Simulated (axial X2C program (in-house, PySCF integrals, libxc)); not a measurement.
# AuCl: from the state search to constants

Aim: find the lowest determinant of AuCl, scan the bond at several levels and fit the constants, once spin-free and once with spin–orbit coupling.

Method: all-electron X2C, Au dyall-cv3z, Cl dyall-av3z; program: an in-house X2C program for linear molecules on PySCF integrals.

All values are calculated.

### 1 The job

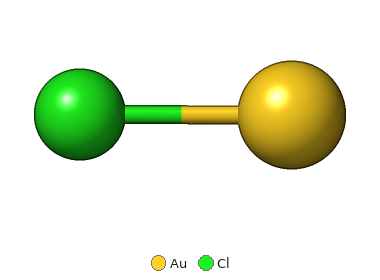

The two atoms at 2.230 Å (gold amber, chlorine green).

Contents of task.json:

```json
{"zs": [79, 17], "q": 0, "bas": ["dyall-cv3z", "dyall-av3z"], "levels": ["PBE0", "HF", "M06", "B3LYP", "B97-3"], "cc": true, "r0": 2.23, "thr": -2.0, "nmax": 140}
```

Keys: zs atomic numbers; q charge; bas basis sets; levels methods (HF also brings MP2); cc coupled cluster on or off; r0 starting distance in Å; thr threshold in hartree for freezing inner shells (an s shell follows its p shell); nmax most natural virtual spinors.

Run with:

```console
python so2c.py task.json out
```

Spin-free means the one-electron spin-free X2C Hamiltonian; two-component (2c) means X2C with spin–orbit coupling and atomic mean-field two-electron Coulomb and Gaunt terms. Basis: Au dyall-cv3z contracted to [13s14p9d6f4g], Cl dyall-av3z contracted to [9s8p3d2f]; Gaussian nuclei, density fitting. Masses: Au 196.967 u, Cl 34.969 u.

Notation: σ, π±, δ± give the projection m of an orbital's angular momentum (0, ±1, ±2), α and β its spin, Λ and M_S the sums; ω is the projection of a spinor's total angular momentum and Ω the sum. Logs are in hartree.

The results follow Hamiltonian by Hamiltonian and level by level.

### 2 Which state to follow

Determinants are compared with PBE0 at 2.230 Å.

Spin-free determinants:

```
ΔE (eV)           state                              open shells
   0.00  M_S = 0, Λ = 0                             closed shell
   2.20  M_S = 1, Λ = 1  beyond closed shells: σα, π+α, π+β, π-α
   2.29  M_S = 1, Λ = 0             beyond closed shells: 2 × σα
   2.43  M_S = 0, Λ = 1  beyond closed shells: σβ, π+α, π+β, π-α
   3.56  M_S = 1, Λ = 2  beyond closed shells: σα, δ+α, δ+β, δ-α
   3.64  M_S = 0, Λ = 2  beyond closed shells: σβ, δ+α, δ+β, δ-α
   5.84  M_S = 1, Λ = 0           beyond closed shells: π+α, π-α
```

Two-component determinants:

| ΔE (eV) | state | open shells |
| --- | --- | --- |
| 0.00 | Ω = 0 | closed shell |
| 1.92 | Ω = 2 | excess of +ω over −ω: ω = 1/2, ω = 3/2 |
| 2.04 | Ω = 1 | excess of +ω over −ω: 2 × ω = 1/2 |
| 2.14 | Ω = 1 | excess of +ω over −ω: ω = -1/2, ω = 3/2 |
| 2.96 | Ω = 3 | excess of +ω over −ω: ω = 1/2, ω = 5/2 |
| 3.05 | Ω = 2 | excess of +ω over −ω: ω = -1/2, ω = 5/2 |
| 6.44 | Ω = 2 | excess of +ω over −ω: ω = 1/2, ω = 3/2 |

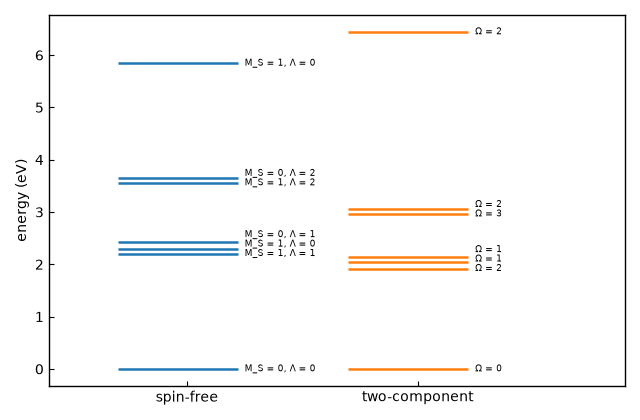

The determinants found, each set from its own lowest.

### 3 PBE0, spin-free

State followed: M_S = 0, Λ = 0 (closed shell). The scan is laid around 2.224 Å, a first estimate of the minimum, and this SCF restarts from the orbitals of the search.

The SCF at the reference distance of 2.224 Å:

```text
spin-free X2C-1e  PBE0
basis functions 240  fitting functions 1160  grid points 5080
iter        total energy     max residual
   1     -19475.953245959     1.12e+01
   2     -19476.104062270     1.83e-03
   3     -19476.104048618     1.28e-03
   4     -19476.104100531     2.92e-04
   5     -19476.104100634     6.26e-05
   6     -19476.104100767     7.67e-06
   7     -19476.104100768     6.11e-06
converged
one-electron -27340.08123473  Coulomb 7942.30917244  exact exchange -97.93054903  xc functional -299.95409479  nuclear repulsion 319.55260534
```

Along the bond, energies from the lowest point:

```csv
R (Å),E (eV),μ (D),HOMO (eV),LUMO (eV),iterations
1.935,0.9839,-3.01,-7.78,-3.17,12
2.024,0.3961,-3.23,-7.87,-3.37,12
2.091,0.1527,-3.41,-7.93,-3.52,12
2.157,0.0313,-3.59,-7.98,-3.66,12
2.224,0.0000,-3.77,-8.02,-3.80,7
2.302,0.0454,-3.98,-8.05,-3.96,11
2.380,0.1516,-4.20,-8.06,-4.12,11
2.480,0.3456,-4.48,-8.05,-4.31,12
2.602,0.6294,-4.82,-8.01,-4.53,12
2.780,1.0711,-5.30,-7.92,-4.83,12
3.025,1.6487,-5.89,-7.79,-5.19,12
3.336,2.2646,-6.53,-7.65,-5.56,12
```

Dipoles are positive if Cl is the positive end.

Outer orbitals at the reference distance:

```json
{"symmetry": "σα", "occupied": "yes", "ε (eV)": "-22.28", "atomic character": "79% Cl s, 8% Au d, 6% Au p"}
{"symmetry": "σα", "occupied": "yes", "ε (eV)": "-11.70", "atomic character": "47% Cl p, 44% Au d, 4% Cl s"}
{"symmetry": "π-α", "occupied": "yes", "ε (eV)": "-10.56", "atomic character": "73% Au d, 25% Cl p"}
{"symmetry": "π+α", "occupied": "yes", "ε (eV)": "-10.56", "atomic character": "73% Au d, 25% Cl p"}
{"symmetry": "δ-α", "occupied": "yes", "ε (eV)": "-9.45", "atomic character": "100% Au d"}
{"symmetry": "δ+α", "occupied": "yes", "ε (eV)": "-9.45", "atomic character": "100% Au d"}
{"symmetry": "σα", "occupied": "yes", "ε (eV)": "-8.39", "atomic character": "43% Au d, 29% Cl p, 26% Au s"}
{"symmetry": "π+α", "occupied": "yes", "ε (eV)": "-8.02", "atomic character": "66% Cl p, 26% Au d, 4% Au p"}
{"symmetry": "π-α", "occupied": "yes", "ε (eV)": "-8.02", "atomic character": "66% Cl p, 26% Au d, 4% Au p"}
{"symmetry": "σα", "occupied": "no", "ε (eV)": "-3.80", "atomic character": "42% Au s, 28% Au p, 16% Cl p"}
{"symmetry": "π-α", "occupied": "no", "ε (eV)": "-0.20", "atomic character": "87% Au p, 5% Cl d, 5% Cl p"}
{"symmetry": "π+α", "occupied": "no", "ε (eV)": "-0.20", "atomic character": "87% Au p, 5% Cl d, 5% Cl p"}
{"symmetry": "σα", "occupied": "no", "ε (eV)": "0.65", "atomic character": "76% Au p, 7% Cl p, 7% Cl s"}
```

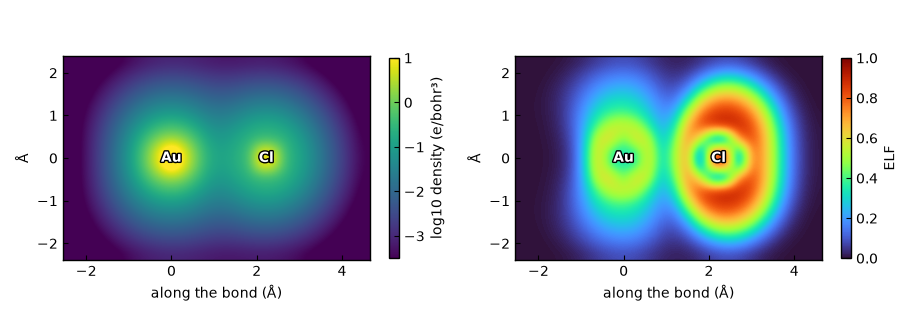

PBE0 fields in a plane through the axis, from a grid of 0.3 Å; Au lies at z = 0 and Cl at z = 2.224 Å; the ELF is damped to zero where the density is low.

Re = 2.219 Å, ωe = 371 cm⁻¹, ωexe = 1.31 cm⁻¹, Be = 0.1153 cm⁻¹, De = 2.90 eV, μ = -3.75 D.

### 4 HF, spin-free

Output at 2.224 Å:

```text
spin-free X2C-1e  HF
basis functions 240  fitting functions 1160  grid points 5080
iter        total energy     max residual
   1     -19469.941653056     1.24e+00
   2     -19469.985781561     1.61e-02
   3     -19469.987396765     1.74e-02
   4     -19469.988526756     1.51e-03
   5     -19469.988763183     8.08e-04
   6     -19469.988865552     4.84e-04
   7     -19469.988896855     2.67e-04
   8     -19469.988905815     8.00e-05
   9     -19469.988906792     2.57e-05
  10     -19469.988906897     8.04e-06
  11     -19469.988906907     2.14e-06
  12     -19469.988906907     6.00e-07
converged
one-electron -27343.11523465  Coulomb 7945.55670856  exact exchange -391.98298615  xc functional 0.00000000  nuclear repulsion 319.55260534
```

Re = 2.301 Å, ωe = 335 cm⁻¹, ωexe = 1.08 cm⁻¹, Be = 0.1072 cm⁻¹, De = 1.71 eV, μ = -5.61 D.

### 5 M06, spin-free

The SCF at the reference distance of 2.224 Å:

```text
spin-free X2C-1e  M06
basis functions 240  fitting functions 1160  grid points 5080
iter        total energy     max residual
   1     -19476.708402386     5.29e-01
   2     -19476.720162387     7.51e-03
   3     -19476.719795290     7.23e-03
   4     -19476.720614432     1.27e-03
   5     -19476.720668669     7.53e-04
   6     -19476.720692758     1.15e-04
   7     -19476.720693040     6.47e-05
   8     -19476.720693126     1.04e-05
   9     -19476.720693133     3.89e-06
  10     -19476.720693134     8.00e-07
converged
one-electron -27340.31982064  Coulomb 7942.60569668  exact exchange -105.78407375  xc functional -292.77510077  nuclear repulsion 319.55260534
```

Re = 2.257 Å, ωe = 356 cm⁻¹, ωexe = 1.32 cm⁻¹, Be = 0.1114 cm⁻¹, De = 2.91 eV, μ = -3.93 D.

### 6 B3LYP, spin-free

The SCF at the reference distance of 2.224 Å:

```text
spin-free X2C-1e  B3LYP
basis functions 240  fitting functions 1160  grid points 5080
iter        total energy     max residual
   1     -19476.800133310     1.29e-01
   2     -19476.801680244     4.92e-03
   3     -19476.800997739     9.19e-03
   4     -19476.802104526     7.59e-04
   5     -19476.802115955     2.78e-04
   6     -19476.802120106     8.87e-05
   7     -19476.802120457     2.76e-05
   8     -19476.802120494     4.57e-06
   9     -19476.802120495     1.37e-06
converged
one-electron -27339.07489151  Coulomb 7941.27247979  exact exchange -78.33500462  xc functional -320.21730949  nuclear repulsion 319.55260534
```

Re = 2.246 Å, ωe = 354 cm⁻¹, ωexe = 1.31 cm⁻¹, Be = 0.1126 cm⁻¹, De = 2.72 eV, μ = -3.56 D.

### 7 B97-3, spin-free

Output at 2.224 Å:

```text
spin-free X2C-1e  B97-3
basis functions 240  fitting functions 1160  grid points 5080
iter        total energy     max residual
   1     -19475.917463010     9.26e-02
   2     -19475.917933599     5.28e-03
   3     -19475.917667245     8.68e-03
   4     -19475.918175812     2.81e-04
   5     -19475.918177633     2.28e-04
   6     -19475.918180059     6.86e-05
   7     -19475.918180277     1.24e-05
   8     -19475.918180280     2.00e-06
   9     -19475.918180280     1.10e-06
converged
one-electron -27340.98392010  Coulomb 7943.23153607  exact exchange -105.49169860  xc functional -292.22670299  nuclear repulsion 319.55260534
```

Re = 2.246 Å, ωe = 354 cm⁻¹, ωexe = 1.33 cm⁻¹, Be = 0.1125 cm⁻¹, De = 2.83 eV, μ = -3.91 D.

### 8 Correlated methods, spin-free

Correlated methods: 18 electrons correlated (frozen shells, counted by type: Au 5 s, 4 p, 2 d, 1 f; Cl 2 s, 1 p), 286 virtual spinors in MP2, 140 natural virtuals in coupled cluster.

Output of the correlated part at 2.224 Å:

```text
correlated 18  virtual 286  natural virtual 140  E(MP2) -0.588993144  MP2 remainder -0.017825751
iter   CCSD correlation   residual
   1     -0.542334404   1.45e-01
   2     -0.554233504   5.73e-02
   3     -0.557328438   2.62e-02
   4     -0.557563907   1.35e-02
   5     -0.557696000   6.76e-03
   6     -0.557793429   2.68e-03
   7     -0.557792436   1.18e-03
   8     -0.557798320   4.00e-04
   9     -0.557796434   1.60e-04
  10     -0.557794179   6.24e-05
  11     -0.557793550   2.25e-05
  12     -0.557793561   8.16e-06
(T) -0.026378134  T1 0.0332  D1 0.0955  max T2 0.046
```

T1 in the output is the amplitude norm over the root of the electron number; divide by √2 for the Lee–Taylor value.

MP2: Re = 2.193 Å, ωe = 393 cm⁻¹, Be = 0.1181 cm⁻¹, De = 2.93 eV.

CCSD: Re = 2.233 Å, ωe = 368 cm⁻¹, ωexe = 1.22 cm⁻¹, Be = 0.1138 cm⁻¹, De = 2.71 eV. T1 at Re = 0.024 (Lee–Taylor, the printed value over √2).

CCSD(T): Re = 2.229 Å, ωe = 369 cm⁻¹, ωexe = 1.27 cm⁻¹, Be = 0.1142 cm⁻¹, De = 2.81 eV. T1 at Re = 0.024 (Lee–Taylor, the printed value over √2).

### 9 A higher determinant, spin-free

State: M_S = 1, Λ = 1 (beyond closed shells: σα, π+α, π+β, π-α).

Output at the reference distance:

```text
spin-free X2C-1e  PBE0
basis functions 240  fitting functions 1160  grid points 5080
iter        total energy     max residual
   1     -19475.861938269     1.19e+01
   2     -19476.022831872     1.96e-03
   3     -19476.022831904     1.36e-03
   4     -19476.022863923     4.57e-04
   5     -19476.022863948     3.20e-04
   6     -19476.022866169     1.03e-04
   7     -19476.022866485     9.23e-06
   8     -19476.022866489     3.81e-06
   9     -19476.022866489     2.95e-06
converged
one-electron -27335.83171857  Coulomb 7938.03370072  exact exchange -97.90085370  xc functional -299.87660027  nuclear repulsion 319.55260534
```

```csv
R (Å),E above the lowest PBE0 point (eV)
1.935,3.470
2.024,2.800
2.091,2.494
2.157,2.308
2.224,2.210
2.302,2.177
2.380,2.201
2.480,2.284
2.602,2.420
```

Re = 2.303 Å, ωe = 294.0 cm⁻¹, ωexe = 1.99 cm⁻¹, Be = 0.1071 cm⁻¹, μ = -0.23 D. Te = 2.18 eV.

State: M_S = 1, Λ = 0 (beyond closed shells: 2 × σα).

Output at the reference distance:

```text
spin-free X2C-1e  PBE0
basis functions 240  fitting functions 1160  grid points 5080
iter        total energy     max residual
   1     -19475.862809977     1.19e+01
   2     -19476.019629325     1.96e-03
   3     -19476.019632968     1.20e-03
   4     -19476.019662138     3.89e-04
   5     -19476.019662340     9.06e-05
   6     -19476.019662673     4.87e-05
   7     -19476.019662746     7.16e-06
   8     -19476.019662748     3.33e-06
   9     -19476.019662749     8.79e-07
converged
one-electron -27335.05625781  Coulomb 7937.31311246  exact exchange -97.92010926  xc functional -299.90901348  nuclear repulsion 319.55260534
```

```csv
R (Å),E above the lowest PBE0 point (eV)
1.935,3.951
2.024,3.123
2.091,2.721
2.157,2.457
2.224,2.298
2.302,2.208
2.380,2.189
2.480,2.233
2.602,2.337
```

Re = 2.365 Å, ωe = 277.0 cm⁻¹, ωexe = 2.3 cm⁻¹, Be = 0.1015 cm⁻¹, μ = -2.05 D. Te = 2.19 eV.

### 10 The spin-free curves together

Energy (eV) of the followed determinant, spin-free, from each level's lowest point:

```csv
R (Å),PBE0,HF,MP2,CCSD,CCSD(T),M06,B3LYP,B97-3
1.935,0.984,1.477,0.854,n/a,n/a,1.204,1.118,1.120
2.024,0.396,0.727,0.309,0.456,0.440,0.538,0.484,0.486
2.091,0.153,0.375,0.096,0.188,0.179,0.241,0.209,0.210
2.157,0.031,0.157,0.003,0.047,0.043,0.072,0.058,0.059
2.224,0.000,0.041,0.000,0.000,0.000,0.000,0.000,0.000
2.302,0.045,0.000,0.077,0.031,0.035,0.005,0.017,0.016
2.380,0.152,0.034,0.214,0.127,0.134,0.078,0.097,0.096
2.480,0.346,0.153,0.448,0.314,0.322,0.239,0.261,0.260
2.602,0.629,0.369,0.781,n/a,n/a,0.492,0.513,0.511
2.780,1.071,0.750,1.295,n/a,n/a,0.901,0.915,0.914
3.025,1.649,1.299,1.978,n/a,n/a,1.451,1.448,1.450
3.336,2.265,1.941,2.733,n/a,n/a,2.053,2.020,2.031
```

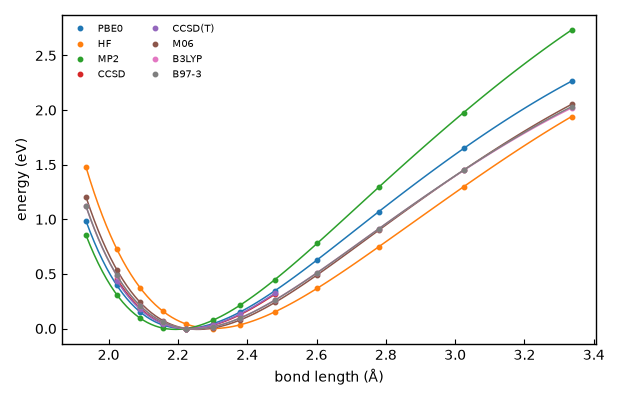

Curves of the followed state, spin-free, each from its own lowest point.

[end of part 1 of 2]
